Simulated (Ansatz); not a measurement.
**B$_{3}$H$_{4}$ (charge +1): density, localisation and related maps**

The calculation's input:

```
basis:
  gaussian:
    orbitals: def2-TZVPD
crystal:
  periodic: [false, false, false]
  atoms:
    - {symbol: B, position_ang: [0.635026, 1.742280, 0.801736]}
    - {symbol: B, position_ang: [0.034411, 0.392283, 0.296814]}
    - {symbol: B, position_ang: [-0.855221, -0.770925, 0.548964]}
    - {symbol: H, position_ang: [1.059256, 2.749347, 1.222493]}
    - {symbol: H, position_ang: [-1.484420, -1.755333, 0.533888]}
    - {symbol: H, position_ang: [-0.884481, 0.203586, -0.556418]}
    - {symbol: H, position_ang: [0.585680, -0.748250, 0.239712]}
total_charge: 1
hamiltonian:
  xc: {name: PBE0}
output: {forces: true, orbitals: {seedname: orbitals}}
```

Run with:

```sh
ansatz run input.yaml --threads 2 --pin off --max-ram 4350MiB --events-out events.jsonl --progress --plain --runs-dir runs
```

Geometry: B3LYP-D4/def2-TZVP.

Theory: Ansatz 0.2.0, isolated molecule in a Gaussian basis; Kohn-Sham density functional theory, functional PBE0.

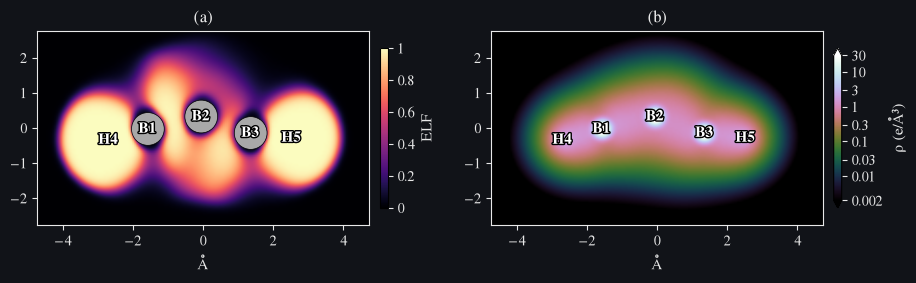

Figure 1. (a) ELF; (b) total electron density on the plane of atoms B1, B2 and B3. Grey discs cover the atomic cores in the ELF map.

### What does the map show?

The section cuts through B and H sites.
B–B (1.49 Å): ρ at the midpoint is about 1.2 e/Å³; the ELF peaks at about 0.80 between the atoms, as expected for localised, covalent bonding.
B–H (1.17 Å): ρ at the midpoint is about 1.4 e/Å³; the ELF climbs to about 1 towards the hydrogen, as it does in any bond to H: a covalent bond by its length.
B–B (1.56 Å): ρ is about 1.3 e/Å³ halfway; the ELF peaks at about 1 between the atoms (a covalent bond).

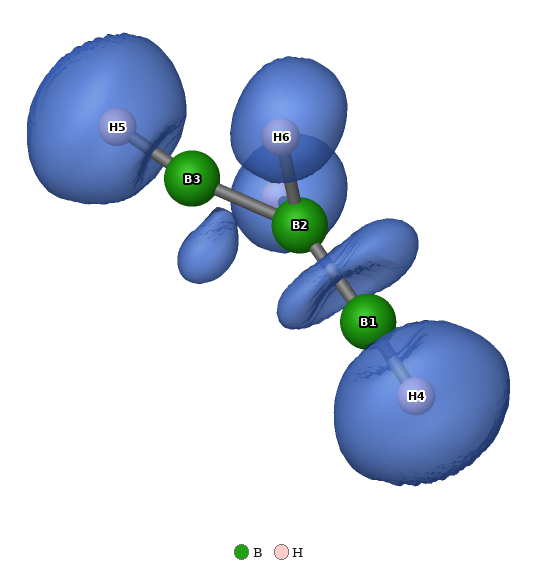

Figure 2. Isosurface of the electron localisation function at 0.9 (blue), seen at an oblique angle. Core shells and regions of very low density are left out.

### What do the ELF domains correspond to?

At this value the surface marks out one region between bonded B–B atoms (shared pairs), four regions around hydrogen nuclei and one lobe on B, pointing away from the bonds (lone pairs).

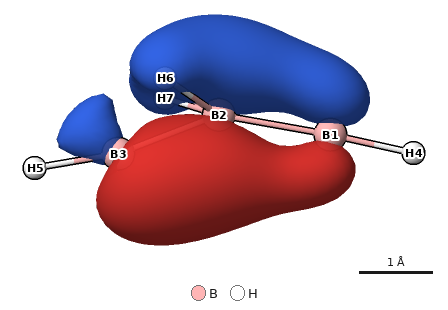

Figure 3. The HOMO at ±0.15 Å⁻³ᐟ² (blue and red are the two phases), seen from one side.

### Where does this orbital lie, and at what energy?

Its weight (Hirshfeld) is mainly on B2 (about 40 %), B3 (about 30 %) and B1 (about 15 %). Its energy is −14.02 eV.
